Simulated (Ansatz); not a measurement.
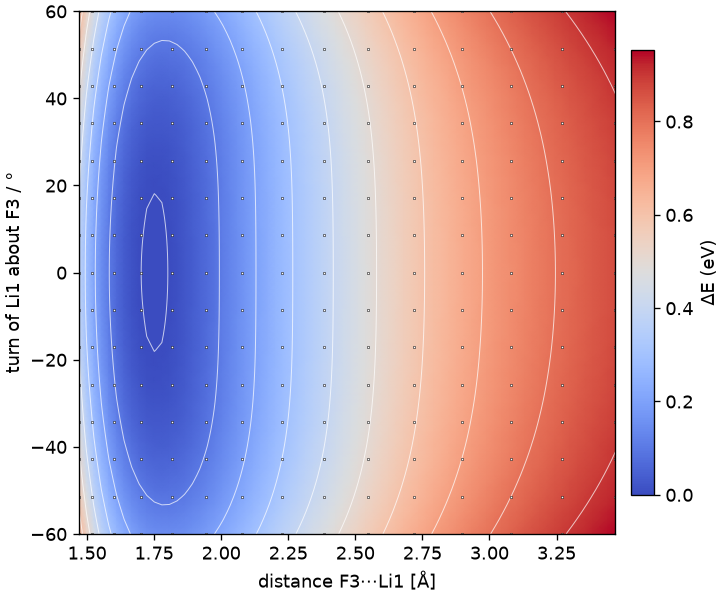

Energy landscape of CH₃FLi, charge +1. The turn is about an axis along (0.54, 0.84, 0.02) in the frame of the relaxed pair, normal to the line between the partners. First axis: distance F3···Li1. Second axis: turn of Li1 about F3. Grid: 15 × 15 points. Points are written as (first, second). Energies: eV, counted from the lowest grid point. All numbers below come from RKS PBE0-D4/def2-TZVPD (Ansatz).

The picture shows a smooth colour map with a few white contour lines, dots at the grid points. Between grid points the surface is interpolated. 

> Where are the wells?

The lowest grid point is at (1.700 Å, 0.0°). The highest grid point, (3.469 Å, 60.0°), lies 0.95 eV above the lowest.

The input of one point:

```yaml
crystal:
  periodic: [false, false, false]
  atoms:
    - { symbol: Li, position_ang: [0.197534, -0.069719, -2.513032] }
    - { symbol: C, position_ang: [-0.048421, 0.017084, 0.616423] }
    - { symbol: F, position_ang: [0.064069, -0.022792, -0.818929] }
    - { symbol: H, position_ang: [0.966832, 0.030929, 1.002607] }
    - { symbol: H, position_ang: [-0.58922, -0.879477, 0.905915] }
    - { symbol: H, position_ang: [-0.594604, 0.925214, 0.85536] }
total_charge: 1
basis:
  gaussian: { orbitals: def2-TZVPD }
hamiltonian:
  xc: pbe0
  dispersion: d4
output:
  forces: true
```

Each point was launched as `ansatz run input.yaml --threads 1 --pin off --max-ram 2560MiB --backend cpu --events-out ev --progress --plain --runs-dir out`. Time for the 225 points that were run: 8.5 min on 1 thread of Arm Neoverse V2, with other jobs on the host.
